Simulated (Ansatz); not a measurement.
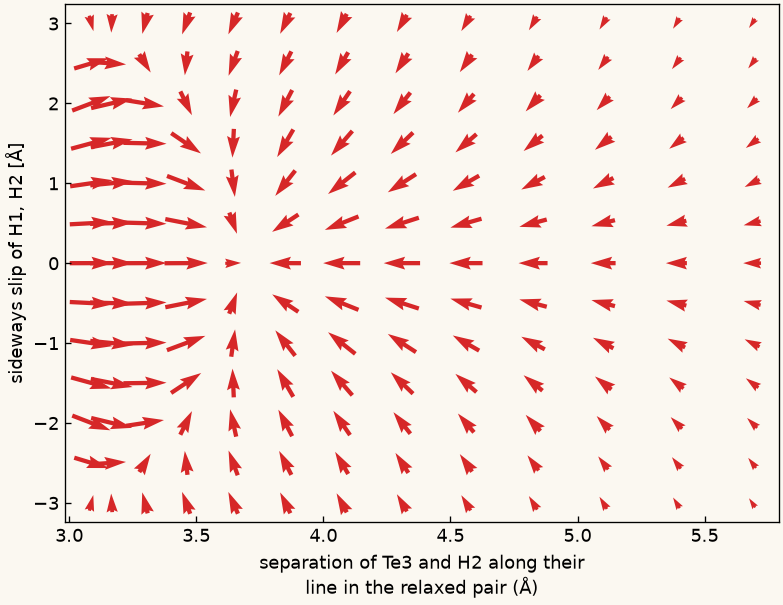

The pair H₂···H₂Te. Coordinates scanned: (1) separation of Te3 and H2 along their line in the relaxed pair; (2) sideways slip of H1, H2. Nothing is relaxed (both partners rigid). The scan uses a 13 × 13 grid. Points are written as (first, second). Method: RKS r2SCAN0-D4/def2-TZVPD in Ansatz.

Drawn: arrows along the force (downhill), their lengths compressed.

The arrows alone are given. Where is the energy lowest?

Answer. The arrows converge at about (3.675 Å, 0.0 Å) (read from the interpolated surface).

The energy map of the same scan:

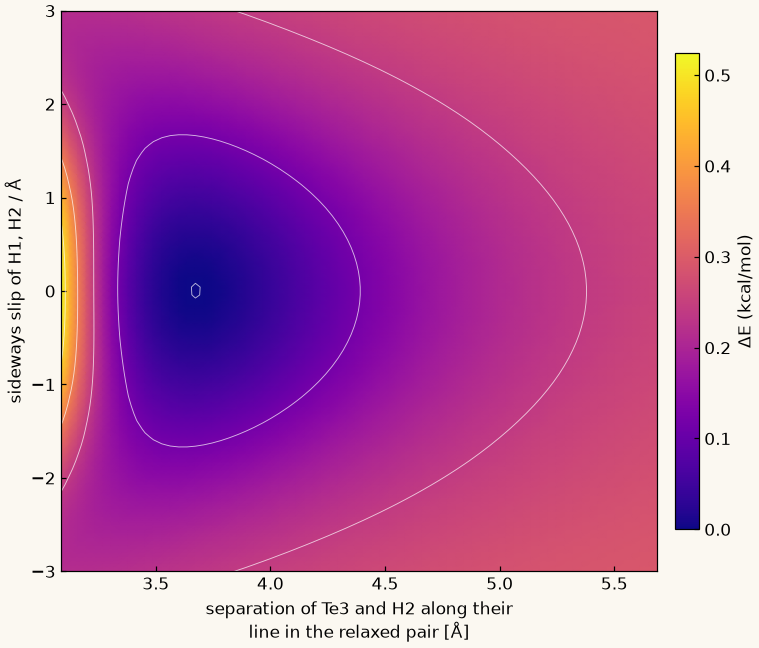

Energies are in kcal/mol, from the lowest grid point; between grid points the surface is interpolated.
